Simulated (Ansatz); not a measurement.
# C5H10 (3-methyl-1-butene), run twice

Wanted: the energy of C5H10 (3-methyl-1-butene), UBCCD/ANO-RCC-VDZ (density fitting with def2-universal-jkfit, def2-SVP-rifit for correlation, accuracy low).

Program for the calculation: Ansatz 0.2.0.

2 further runs of the same task are left out: 2 set aside as unsound or not needed.

**1. The system as given**

C5H10 has 15 atoms, charge 0, and is taken as a singlet. As SMILES, `C=CC(C)C`. Geometry: relaxed at PBE0-D4/def2-TZVP. This is one conformer, not always the lowest.

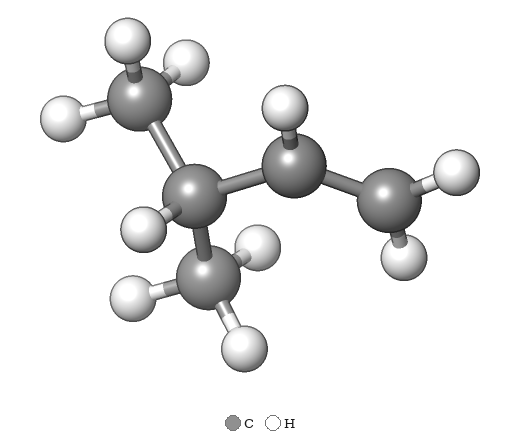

The structure, seen from a chosen angle (carbon grey, hydrogen white).

**2. First attempt**

molecule.yaml

```yaml
crystal:
  periodic: [false, false, false]
  atoms:
    - {symbol: C, position_ang: [-1.650600, 0.611500, 1.131300]}
    - {symbol: C, position_ang: [-0.550400, -0.127700, 1.102700]}
    - {symbol: C, position_ang: [0.571800, -0.035700, 0.113600]}
    - {symbol: C, position_ang: [0.789600, -1.393500, -0.552500]}
    - {symbol: C, position_ang: [0.391400, 1.059600, -0.922200]}
    - {symbol: H, position_ang: [-2.409300, 0.455700, 1.889300]}
    - {symbol: H, position_ang: [-1.838800, 1.396700, 0.407500]}
    - {symbol: H, position_ang: [-0.426900, -0.902500, 1.858500]}
    - {symbol: H, position_ang: [1.480200, 0.189200, 0.691400]}
    - {symbol: H, position_ang: [0.944200, -2.181400, 0.188800]}
    - {symbol: H, position_ang: [1.663700, -1.370700, -1.208000]}
    - {symbol: H, position_ang: [-0.080500, -1.667700, -1.155400]}
    - {symbol: H, position_ang: [0.280400, 2.041400, -0.456600]}
    - {symbol: H, position_ang: [-0.494200, 0.875200, -1.537200]}
    - {symbol: H, position_ang: [1.255500, 1.099700, -1.589100]}
basis:
  gaussian:
    orbitals: ANO-RCC-VDZ.json
    fitting: {mean_field: def2-universal-jkfit, correlation: def2-SVP-rifit.json}
total_charge: -2
accuracy: low
hamiltonian:
  pseudopotentials: {relativity: none}
correlation:
  method: bccd
  electrons: outside_noble_gas
```

The basis set ANO-RCC-VDZ is read from a file made from the Basis Set Exchange's data (not shown).

The run is started by

```
$ ansatz run molecule.yaml --threads 1 --pin off --max-ram 2610MiB --events-out events.jsonl --progress --plain --runs-dir runs
```

What it wrote, shortened:

```text
Warning: RAYON_NUM_THREADS=1 ignored (pool sized by the plan → 1); use --threads N
Functional definition: HF
  name "HF"
[...]
555 factors; integrals over basis functions are off by at most 1.8e-2 eV
380 factors; integrals over basis functions are off by at most 1.1e-1 eV
[...]
mean field -5300.04211910 eV, -194.7729553793 hartree, gradient 2.0e-6 eV, S^2 0.000000; 5 other end points of the search recorded, 0 dependent functions left out; unrestricted orbitals would lower it
determinant -5300.04211910 eV, -194.7729553793 hartree, with singles and doubles -5315.03317495 eV, -195.3238665204 hartree
determinant -5297.97340118 eV, -194.6969313979 hartree, with singles and doubles -5312.97402703 eV, -195.2481942302 hartree
5 core orbitals not correlated: weight in the atoms' cores, before any rotation towards them, 1.000 or more for the frozen orbitals, at most 0.000 for the correlated occupied ones
reference -5300.04211910 eV, -194.7729553793 hartree; 16, 16 occupied and 44, 44 virtual orbitals, 380 factors
second order -13.46658107 eV of doubles, -0.00000000 eV of singles
cycle   1  -14.96357684 eV  change    2.7e-2 eV  update   1.1e-2
[...]
cycle   8  -14.96060139 eV  change   -3.1e-5 eV  update   2.7e-5
WARN: the results are in doubt because the basis set is contracted for relativity, which is off
Total energy: -5315.00272049 eV, -195.3227473398 hartree
In doubt: the basis set is contracted for relativity, which is off
```

Run time: 5.7 s. Hardware: 1 thread of Arm Neoverse V2, shared host; peak memory 0.18 GiB.

**3. What went wrong**

The run finished; that doesn't make the result usable.

The fault: the charge typed isn't that of the species meant. To mend it: charge 0 in place of -2.

**4. Try two**

Edit molecule.yaml of step 2 so:

```diff
@@ -22,4 +22,5 @@
     fitting: {mean_field: def2-universal-jkfit, correlation: def2-SVP-rifit.json}
-total_charge: -2
-accuracy: low
+magnetization:
+  spin_polarized: true
+  initial_magnetization: 0
 hamiltonian:
@@ -29 +30,3 @@
   electrons: outside_noble_gas
+accuracy: low
+output: {orbitals: {seedname: orbitals}}
```

The basis set ANO-RCC-VDZ is read from a file made from the Basis Set Exchange's data (not shown).

The run is started by

```
$ ansatz run molecule.yaml --threads 1 --pin off --max-ram 2610MiB --events-out events.jsonl --progress --plain --runs-dir runs
```

What it wrote, shortened:

```text
Warning: RAYON_NUM_THREADS=1 ignored (pool sized by the plan → 1); use --threads N
[... 2 set-up lines as earlier in the session ...]
[...]
555 factors; integrals over basis functions are off by at most 1.8e-2 eV
380 factors; integrals over basis functions are off by at most 1.1e-1 eV
[...]
mean field -5308.61511033 eV, -195.0880069961 hartree, gradient 1.6e-6 eV, S^2 0.000000; 2 other end points of the search recorded, 0 dependent functions left out
5 core orbitals not correlated: weight in the atoms' cores, before any rotation towards them, 1.000 or more for the frozen orbitals, at most 0.000 for the correlated occupied ones
reference -5308.61511033 eV, -195.0880069961 hartree; 15, 15 occupied and 45, 45 virtual orbitals, 380 factors
second order -12.35211262 eV of doubles, -0.00000000 eV of singles
cycle   1  -13.31370416 eV  change   -9.6e-1 eV  update   9.1e-2
[...]
cycle   8  -13.94539092 eV  change    2.5e-5 eV  update   2.8e-5
WARN: the results are in doubt because the basis set is contracted for relativity, which is off
Total energy: -5322.56050125 eV, -195.6004906600 hartree
In doubt: the basis set is contracted for relativity, which is off
```

It took 6.6 s on 1 thread of Arm Neoverse V2, shared host; peak memory 0.36 GiB.

**5. Results**

Level: UBCCD/ANO-RCC-VDZ (density fitting with def2-universal-jkfit, def2-SVP-rifit for correlation, accuracy low).

| quantity | value |
| --- | --- |
| total energy | -195.60049 Eh |
| HOMO energy (Hartree–Fock orbitals) | -9.84 eV |
| LUMO energy (Hartree–Fock orbitals) | 2.48 eV |
| HOMO–LUMO gap (Hartree–Fock orbitals) | 12.32 eV |
| correlation energy (5 core orbitals frozen) | -512.5 mEh |

**Reading.** The accuracy setting is loose, so the last digits carry no meaning. The basis was made for a relativistic Hamiltonian, but the run is non-relativistic.
